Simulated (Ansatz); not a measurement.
# What CaSnSe3 (model cell, started as cubic perovskite with Sn in the octahedra) distorts into, part 2 of 3

Which phase does CaSnSe3 (model cell, started as cubic perovskite with Sn in the octahedra) fall into along its unstable mode, and how much energy does it gain?

Ansatz 0.2.0; DFT PBEsol, scalar-relativistic, plane waves, PAW; PAW set soft_1.

So far, highest frequency on the path or at a solved wavevector (cm⁻¹): step 2 (the dispersion) 236. Also lowest frequency on the path (cm⁻¹): step 2 -118.

The structure was built from a prototype and need not be the compound's stable phase.

## Step 5: Energy along the mode, all amplitudes (two of the runs are shown above)

An imaginary frequency means negative curvature, so the energy should fall and then rise again as anharmonic terms take over.

This step gave:

```
depth at the lowest point sampled  : 73.47 meV/atom
largest atomic shift at that point : 0.6 Å
```

Energy from the parent against largest atomic shift:

```
largest atomic shift (Å)  energy from the parent (meV/atom)
                   0.000                                  0
                   0.040                             -0.484
                   0.080                              -1.93
                   0.140                              -5.83
                   0.220                              -14.0
                   0.320                              -28.1
                   0.450                              -49.9
                   0.600                              -73.5
```

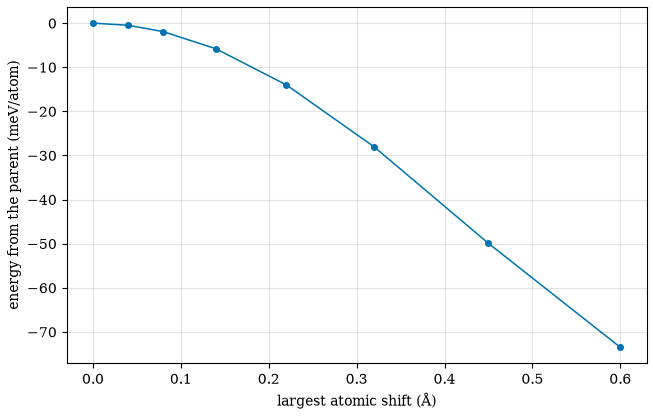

Energy from the parent against largest atomic shift.

Displacement at unit largest shift by atom:

```
atom   x (Å)   y (Å)   z (Å)   size
 Ca1  -0.577   0.577   0.577  0.999
 Sn2  -0.062   0.062   0.062  0.107
 Se3   0.197  -0.197   0.007  0.279
 Se4   0.197   0.007  -0.197  0.279
 Se5  -0.007  -0.197  -0.197  0.279
```

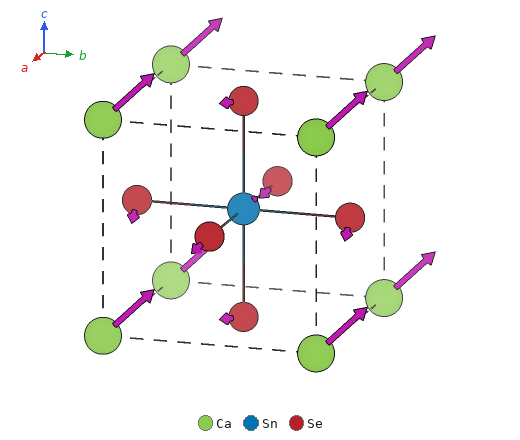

Displacement at unit largest shift as arrows, the longest 0.999 Å. Some periodic images of atoms are drawn too.

The lowest of the steps tried is the last one, at 0.6 Å, 73.5 meV/atom below the parent; the bottom of the well need not coincide with a step.

## Step 6: Relaxing from the distorted cell

Starting from the lowest point found, all atoms and the cell are let go, so that strain and other modes of the same symmetry can join in.

input.yaml

```yaml
crystal:
  lattice:
    - [5.2086939713, 0.0, 0.0]
    - [0.0, 5.2086939713, 0.0]
    - [0.0, 0.0, 5.2086939713]
  atoms:
    - { symbol: Ca, position: [-0.066506146, 0.066506146, 0.066506146] }
    - { symbol: Sn, position: [0.4928672128, 0.5071327872, 0.5071327872] }
    - { symbol: Se, position: [0.5226354808, 0.4773645192, 0.000796832] }
    - { symbol: Se, position: [0.5226354808, 0.000796832, 0.4773645192] }
    - { symbol: Se, position: [-0.000796832, 0.4773645192, 0.4773645192] }
kpoints:
  mp_grid: { grid: [8, 8, 8] }
hamiltonian:
  xc: pbesol
  pseudopotentials: { kind: paw, azcp: { folder: soft_1 }, xc_functional: pbe }
scf:
  occupations: { method: methfessel_paxton, width: 0.2 }
output:
  forces: true
  stress: true
  eigenvalues: true
relax:
  adjacent_minimum: "off"
  f_tol: 0.002
  max_steps: 120
  cell: { stress_tol: 0.03 }
```

Command:

```console
$ ansatz run input.yaml --threads 4 --pin off --max-ram 16384MiB --backend cpu --events-out ev --progress --plain --runs-dir out
```

Numbers of over 12 decimals in the logs are rounded to 6 here.

Output:

```text
[...]
Crystal: 5 atoms, lattice volume = 141.314 Å³
Basis set: ecut = 420 eV, 2777 PW (Γ), exchange–correlation on 72×72×72 points (8 copies of the dense FFT grid, shifted against one another)
Bands: 44, of which v1, the nominal top of the filled ones, is band 36 counted from 1 (35 counted from 0)
Symmetry: 6 space group operations
[...]
k-points: 65 of 512 (time reversal used)
[...]
SCF iter   1: F=—  HF=-24021.217505 eV  |F-HF|=—  |Δ(HF+E_count)|=         —  Δρ=5.12e-2  dr2=8.78e0  ethr=3.10e-3  ⟨swp⟩=8.6  Hψ=12850  notcnv=0
[...]
SCF iter   9: F=-24019.212142 eV  HF=-24019.212142 eV  |F-HF|=1.47e-8  |Δ(HF+E_count)|=   4.41e-8  S|Δr|=    0.00e0  Δρ=3.57e-6  dr2=2.25e-8  ethr=1.39e-10  ⟨swp⟩=13.0  Hψ=15280  notcnv=0
SCF 1 converged in 9 iterations: F = -24019.212142 eV  dr2 = 2.25e-8
[...]
relax step   1: F+E_penalty+E_count = -24019.21214196 eV  Δ(F+E_penalty+E_count) = +0.000e0 eV  max|allowed force component| = 2.067e-1 eV/Å  Δτ_max = 0.0000 Å  P = +1.467 GPa  Ω = 141.314 Å³  (9 SCF iters, dr2 threshold 1.00e-7 eV, accepted)
Crystal: 5 atoms, lattice volume = 148.948 Å³
Basis set: ecut = 420 eV, 2909 PW (Γ), exchange–correlation on 72×72×72 points (8 copies of the dense FFT grid, shifted against one another)
[...]
SCF iter   7: F=-24019.359948 eV  HF=-24019.359948 eV  |F-HF|=2.94e-8  |Δ(HF+E_count)|=   3.22e-7  S|Δr|=    0.00e0  Δρ=3.70e-6  dr2=2.83e-8  ethr=6.94e-10  ⟨swp⟩=7.6  Hψ=13384  notcnv=0
SCF 2 converged in 7 iterations: F = -24019.359948 eV  dr2 = 2.83e-8
relax step   2: F+E_penalty+E_count = -24019.35994829 eV  Δ(F+E_penalty+E_count) = -1.478e-1 eV  max|allowed force component| = 2.870e-1 eV/Å  Δτ_max = 0.0946 Å  P = -0.520 GPa  Ω = 148.948 Å³  energy of the carried Pulay correction = -3.883e-4 eV  (7 SCF iters, dr2 threshold 5.00e-7 eV, accepted)
Crystal: 5 atoms, lattice volume = 149.772 Å³
Basis set: ecut = 420 eV, 2933 PW (Γ), exchange–correlation on 72×72×72 points (8 copies of the dense FFT grid, shifted against one another)
[...]
SCF iter   7: F=-24019.376194 eV  HF=-24019.376194 eV  |F-HF|=1.41e-8  |Δ(HF+E_count)|=   6.95e-8  S|Δr|=    0.00e0  Δρ=4.60e-6  dr2=4.34e-8  ethr=6.94e-10  ⟨swp⟩=8.1  Hψ=13691  notcnv=0
SCF 3 converged in 7 iterations: F = -24019.376194 eV  dr2 = 4.34e-8
[...]
relax step   3: F+E_penalty+E_count = -24019.37619439 eV  Δ(F+E_penalty+E_count) = -1.625e-2 eV  max|allowed force component| = 2.845e-1 eV/Å  Δτ_max = 0.1156 Å  P = +0.558 GPa  Ω = 149.772 Å³  energy of the carried Pulay correction = -4.291e-4 eV  (7 SCF iters, dr2 threshold 5.00e-7 eV, accepted)
[...]
relax step   4: F+E_penalty+E_count = -24019.40228933 eV  Δ(F+E_penalty+E_count) = -2.609e-2 eV  max|allowed force component| = 7.994e-2 eV/Å  Δτ_max = 0.0600 Å  P = -0.287 GPa  Ω = 150.442 Å³  energy of the carried Pulay correction = -4.620e-4 eV  (7 SCF iters, dr2 threshold 5.00e-7 eV, accepted)
[...]
relax step   5: F+E_penalty+E_count = -24019.40567342 eV  Δ(F+E_penalty+E_count) = -3.384e-3 eV  max|allowed force component| = 9.806e-2 eV/Å  Δτ_max = 0.0560 Å  P = -0.038 GPa  Ω = 148.325 Å³  energy of the carried Pulay correction = -3.574e-4 eV  (6 SCF iters, dr2 threshold 3.99e-7 eV, accepted)
[...]
relax step   6: F+E_penalty+E_count = -24019.40828623 eV  Δ(F+E_penalty+E_count) = -2.613e-3 eV  max|allowed force component| = 6.012e-3 eV/Å  Δτ_max = 0.0224 Å  P = +0.088 GPa  Ω = 148.665 Å³  energy of the carried Pulay correction = -3.743e-4 eV  (5 SCF iters, dr2 threshold 5.00e-7 eV, accepted)
[...]
relax step   7: F+E_penalty+E_count = -24019.40836360 eV  Δ(F+E_penalty+E_count) = -7.737e-5 eV  max|allowed force component| = 1.840e-3 eV/Å  Δτ_max = 0.0010 Å  P = +0.003 GPa  Ω = 148.950 Å³  energy of the carried Pulay correction = -3.884e-4 eV  (5 SCF iters, dr2 threshold 3.31e-8 eV, accepted)
[...]
SCF iter   9: F=-24019.408743 eV  HF=-24019.408743 eV  |F-HF|=0.00e0  |Δ(HF+E_count)|=  2.18e-11  S|Δr|=    0.00e0  Δρ=2.66e-8  dr2=9.73e-13  ethr=1.00e-12  ⟨swp⟩=6.0  Hψ=13117  notcnv=0
SCF 8 converged in 9 iterations: F = -24019.408743 eV  dr2 = 9.73e-13
relax step   8: F+E_penalty+E_count = -24019.40874306 eV  Δ(F+E_penalty+E_count) = -3.795e-4 eV  max|allowed force component| = 1.869e-3 eV/Å  Δτ_max = 0.0000 Å  P = +0.002 GPa  Ω = 148.950 Å³  stress off target by 2.01e-2 GPa  SCF on the basis re-selected at this cell (its energy is not comparable with the rows above)  (9 SCF iters)
basis re-selected at this cell: Δ(F+E_penalty+E_count) = -3.795e-4 eV, ΔP = -0.001 GPa vs the last step (what re-selecting the basis moved, of the pressure what is left beyond the Pulay correction that the steps carried, after the strain that the cell walked since its last selection, with what the two solves' SCF thresholds leave and, on support functions, any second-order correction that the steps lacked; it is no m [...]
SCF converged after 9 iterations
[...]
Free energy (F): -24019.408743 eV
[...]
Internal energy: -24019.409428 eV  (E = F + TS)
E sigma→0 (E₀):  -24019.408914 eV
Entropy (-TS):   0.000685 eV (0.137 meV/atom)
Fermi energy:    6.266997 eV
[...]
--- Forces (eV/Å), atoms counted from 1 ---
  atom   1  Ca     0.00018599    -0.00018599    -0.00018599
  atom   2  Sn    -0.00110800     0.00110800     0.00110800
  atom   3  Se    -0.00047351     0.00047351    -0.00186926
  atom   4  Se    -0.00047351    -0.00186926     0.00047351
  atom   5  Se     0.00186926     0.00047351     0.00047351
  max |Σ_I F_I| component: 2.39e-7 eV/Å
--- Stress (GPa, compression-positive) ---
        0.001998      -0.009074      -0.009074
       -0.009074       0.001998       0.009074
       -0.009074       0.009074       0.001998
  P = ⅓ Tr σ = 0.0020 GPa (0.020 kbar)
--- Band table (eV; the first three rows and the last of 65) ---
  k-point 0: bands = [... 32 lower, 4.8607, 5.4723, 5.6908, 5.6908, 5.7852, 8.1439, 9.1831, 9.5390, ... 4 higher]
  k-point 1: bands = [... 32 lower, 4.8054, 5.2903, 5.5612, 5.7552, 5.7801, 8.3995, 9.2463, 9.5967, ... 4 higher]
  k-point 2: bands = [... 32 lower, 4.6276, 5.2036, 5.3310, 5.7290, 5.9486, 8.9547, 9.4316, 9.7219, ... 4 higher]
  k-point 64: bands = [... 32 lower, 5.3500, 6.1046, 6.1046, 6.7392, 7.8775, 8.5977, 8.8889, 8.8889, ... 4 higher]
--- Relaxed structure (7 steps of the walk, 7 accepted, 1 SCFs on fresh bases) ---
  F+E_penalty+E_count = -24019.40874306 eV   max|allowed force component| = 1.869e-3 eV/Å   (the final SCF, on the basis selected at the relaxed cell)
  cell:  # Å, volume = 148.9496 Å³
    - [5.303118, -0.110134, -0.110134]
    - [-0.110134, 5.303118, 0.110134]
    - [-0.110134, 0.110134, 5.303118]
  atoms:
    - { symbol: Ca, position: [-0.079207, 0.079207, 0.079207] }
    - { symbol: Sn, position: [0.473188, 0.526812, 0.526812] }
    - { symbol: Se, position: [0.542177, 0.457823, 0.00749995] }
    - { symbol: Se, position: [0.542177, 0.00749995, 0.457823] }
    - { symbol: Se, position: [-0.00749995, 0.457823, 0.457823] }
```

The job ended after 80 s (4 threads of Arm Neoverse V2, shared host; peak memory 0.66 GiB; 5.2 min of CPU time).

Step by step:

```
step  energy less that of the first step (eV)  largest force component (eV/Å)  pressure (GPa)  volume (Å³)
   1                                   0.0000                          0.2067            1.47       141.31
   2                                  -0.1478                          0.2870           -0.52       148.95
   3                                  -0.1641                          0.2845            0.56       149.77
   4                                  -0.1901                          0.0799           -0.29       150.44
   5                                  -0.1935                          0.0981           -0.04       148.33
   6                                  -0.1961                          0.0060            0.09       148.67
   7                                  -0.1962                          0.0018            0.00       148.95
  8*                                  -0.1966                          0.0019            0.00       148.95
```

Relaxation steps marked * repeat the geometry before them on a plane-wave basis chosen anew for their cell, so energy and pressure can jump there.

Forces are held to the 6 operations that the run works with; a distortion that breaks them can't arise in this run.

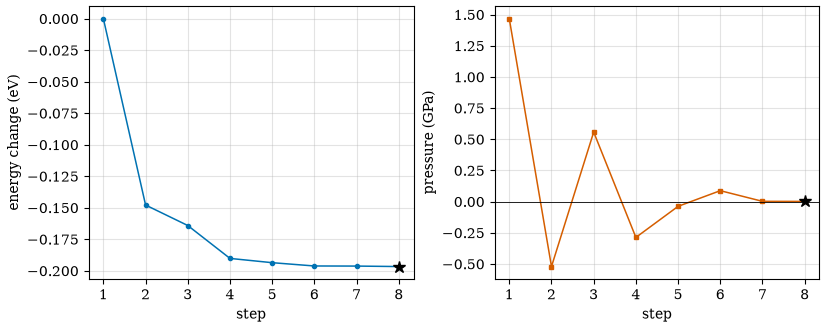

Energy and pressure along the relaxation. Stars mark steps on a basis chosen anew.

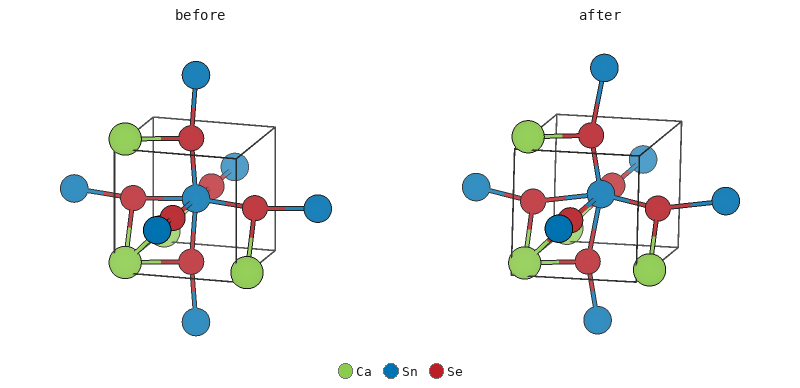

The structure before and after the relaxation, drawn at the same scale.

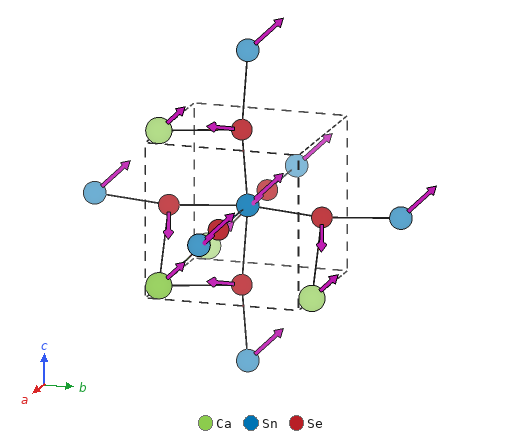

Displacements in the relaxation, exaggerated, measured against the changing cell; the longest in the cell stands for 0.19 Å. Some periodic images of atoms are drawn too.

```
conventional cell, symmetrised  before  after  change
                         a (Å)   7.366  7.344  -0.3 %
                         b (Å)   7.366  7.344  -0.3 %
                         c (Å)   9.022  9.567  +6.0 %
              volume (Å³/atom)   28.26  29.79  +5.4 %
```

The atoms that moved most (Å, as changes of fractional coordinates times the final cell):

```
atom      dx      dy      dz  length
 Sn2  -0.109   0.109   0.109   0.188
 Se5  -0.031  -0.105  -0.105   0.152
 Se3   0.105  -0.105   0.031   0.152
 Se4   0.105   0.031  -0.105   0.152
 Ca1  -0.070   0.070   0.070   0.122
```

Final coordinates:

```xyz
5
Lattice="5.3031 -0.1101 -0.1101 -0.1101 5.3031 0.1101 -0.1101 0.1101 5.3031" Properties=species:S:1:pos:R:3 pbc="T T T"
Ca   -0.4375    0.4375    0.4375
Sn    2.3933    2.7997    2.7997
Se    2.8240    2.3690    0.0305
Se    2.8240    0.0305    2.3690
Se   -0.1406    2.4791    2.4791
```

This step gave:

```yaml
pressure: 0.001998 GPa
volume_per_atom: 29.79 Å³
```

The distorted start has space group R3m; the relaxation ends in R3m.

## Step 7: The new phase in its own primitive cell

The relaxed structure is symmetrised, reduced to its primitive cell and relaxed tightly, as its phonons need.

input.yaml, the sections that differ from step 6:

```yaml
crystal:
  lattice:
    - [3.6719940907, 2.1200267767, 3.1889291557]
    - [-3.6719940907, 2.1200267767, 3.1889291557]
    - [0.0, -4.2400535535, 3.1889291557]
  atoms:
    - { symbol: Ca, position: [0.9207931231, 0.9207931231, 0.9207931231] }
    - { symbol: Sn, position: [0.4731881422, 0.4731881422, 0.4731881422] }
    - { symbol: Se, position: [0.5421769385, 0.9925000541, 0.5421769385] }
    - { symbol: Se, position: [0.9925000541, 0.5421769385, 0.5421769385] }
    - { symbol: Se, position: [0.5421769385, 0.5421769385, 0.9925000541] }
kpoints:
  mp_grid: { grid: [9, 9, 9] }
relax:
  adjacent_minimum: "off"
  f_tol: 0.001
  max_steps: 60
  cell: { stress_tol: 0.01 }
# hamiltonian, scf, output: as in step 6
```

Output:

```text
[...]
Crystal: 5 atoms, lattice volume = 148.950 Å³
Basis set: ecut = 420 eV, 2927 PW (Γ), exchange–correlation on 72×72×72 points (8 copies of the dense FFT grid, shifted against one another)
Bands: 44, of which v1, the nominal top of the filled ones, is band 36 counted from 1 (35 counted from 0)
Symmetry: 6 space group operations
[...]
k-points: 85 of 729 (time reversal used)
[...]
cell:  # Å, volume = 148.8589 Å³
    - [3.670237, 2.119012, 3.190040]
    - [-3.670237, 2.119012, 3.190040]
    - [0, -4.238024, 3.190040]
  atoms:
    - { symbol: Ca, position: [0.921144, 0.921144, 0.921144] }
    - { symbol: Sn, position: [0.472281, 0.472281, 0.472281] }
    - { symbol: Se, position: [0.542443, 0.992525, 0.542443] }
    - { symbol: Se, position: [0.992525, 0.542443, 0.542443] }
    - { symbol: Se, position: [0.542443, 0.542443, 0.992525] }
[key lines of the parts left out:]
SCF converged after 7 iterations
Free energy (F): -24019.403492 eV
Fermi energy:    6.305191 eV
P = ⅓ Tr σ = -0.0024 GPa (-0.024 kbar)
```

Wall time 65 s (4 threads); peak memory 0.75 GiB.

Step by step:

```
step  energy less that of the first step (eV)  largest force component (eV/Å)  pressure (GPa)  volume (Å³)
   1                                   0.0000                          0.0361           -0.04       148.95
   2                                  -0.0001                          0.0090            0.01       148.83
   3                                  -0.0002                          0.0092            0.03       148.70
   4                                  -0.0002                          0.0006            0.00       148.86
  5*                                  -0.0002                          0.0006            0.00       148.86
```

Relaxation steps marked * repeat the geometry before them on a plane-wave basis chosen anew for their cell, so energy and pressure can jump there.

Forces are held to the 6 operations that the run works with; a distortion that breaks them can't arise in this run.

```
conventional cell, symmetrised  before  after  change
                         a (Å)   7.344  7.340  -0.0 %
                         b (Å)   7.344  7.340  -0.0 %
                         c (Å)   9.567  9.570  +0.0 %
              volume (Å³/atom)   29.79  29.77  -0.1 %
```

The relaxed structure:

```cif
data_structure
_symmetry_space_group_name_H-M 'P 1'
_symmetry_Int_Tables_number 1
_cell_length_a 5.3045
_cell_length_b 5.3045
_cell_length_c 5.3045
_cell_angle_alpha 87.564
_cell_angle_beta 87.564
_cell_angle_gamma 87.564
_cell_volume 148.86
loop_
_atom_site_label
_atom_site_type_symbol
_atom_site_fract_x
_atom_site_fract_y
_atom_site_fract_z
_atom_site_occupancy
Ca1 Ca 0.92114 0.92114 0.92114 1
Sn2 Sn 0.47228 0.47228 0.47228 1
Se3 Se 0.54244 0.99253 0.54244 1
Se4 Se 0.99253 0.54244 0.54244 1
Se5 Se 0.54244 0.54244 0.99253 1
```

This step gave:

```
pressure        : -0.002367 GPa
volume per atom : 29.77 Å³
```

The largest force component left is 0.64 meV/Å and the pressure is -0.002 GPa, within the tolerances set. The cell now holds 29.77 Å³/atom.

(Part 2 of 3 ends here.)

[Logs are printed without paths, hosts, clocks, repeated set-up lines and the standing remarks that a program may print on its own settings, such as how far it seeks lower states.]

[Hosts, paths, dates, database ids (printed as entryN), source tags and the programs' standing remarks are cut or masked in the printed files.]
